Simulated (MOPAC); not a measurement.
System: H3 (cation, charge +1), singlet: collinear H-H-H surface. Scanned: first H-H distance and second H-H distance.

Cartesian coordinates as functions of the variables (Å; names that start with a are angles):
```
H  0  0  -r1
H  0  0  0
H  0  0  r2
```

Level of theory: PM6, restricted, heats of formation (MOPAC 23.2.5).

Energy in kJ/mol above the lowest grid point; x is the first H-H distance (Å), y the second H-H distance (Å).

```
y \ x   0.63   0.68   0.74   0.82   0.88   0.95   1.03   1.10   1.24   1.36   1.51   1.75   2.15
-----  -----  -----  -----  -----  -----  -----  -----  -----  -----  -----  -----  -----  -----
2.15   390.5  352.8  331.8  334.2  352.3  385.4  433.1  479.8  576.6  656.0  744.3  856.2  973.0
1.75   349.4  310.0  286.5  285.0  299.9  328.7  371.5  413.5  501.2  573.0  652.9  753.3  856.2
1.56   310.6  269.9  244.8  240.8  253.6  279.9  319.5  358.8  441.1  508.5  583.3  676.6  770.6
1.40   264.9  223.2  196.6  190.3  201.1  225.0  261.8  298.6  375.8  439.1  509.0  595.6  680.8
1.23   204.5  161.7  133.4  124.5  133.3  154.5  188.2  222.1  293.6  352.1  416.4  495.0  569.8
1.14   169.8  126.3   97.2   87.0   94.6  114.5  146.5  178.9  247.2  303.2  364.4  438.5  507.4
1      119.7   75.1   44.5   32.3   38.3   56.1   85.5  115.6  179.2  231.1  287.5  354.6  414.3
0.94   103.3   58.2   27.0   13.9   19.1   36.0   64.4   93.6  155.3  205.5  259.9  324.0  380.0
0.88    93.0   47.3   15.4    1.3    5.8   21.9   49.3   77.6  137.5  186.1  238.5  299.9  352.3
0.79    95.6   48.7   15.6    0.0    3.4   18.3   44.3   71.4  128.7  175.2  224.9  282.3  329.9
0.75   106.8   59.2   25.4    9.1   12.0   26.4   51.8   78.3  134.7  180.2  228.8  284.7  330.4
0.67   155.5  106.4   71.0   53.0   54.9   68.1   92.4  118.0  172.5  216.5  263.2  316.3  358.7
0.63   197.2  147.1  110.8   91.8   93.0  105.7  129.4  154.6  208.3  251.7  297.6  349.4  390.5
```

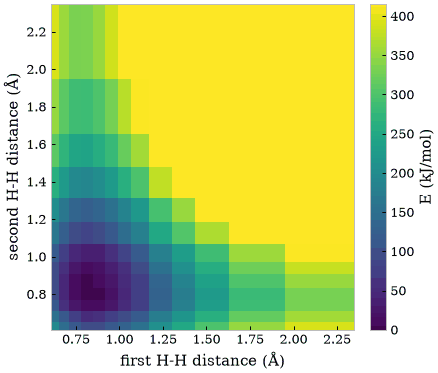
*Energy surface, cut off at 416 kJ/mol.*

Points that lie below all their neighbours on the grid: x = 0.82, y = 0.79 (0.0 kJ/mol).
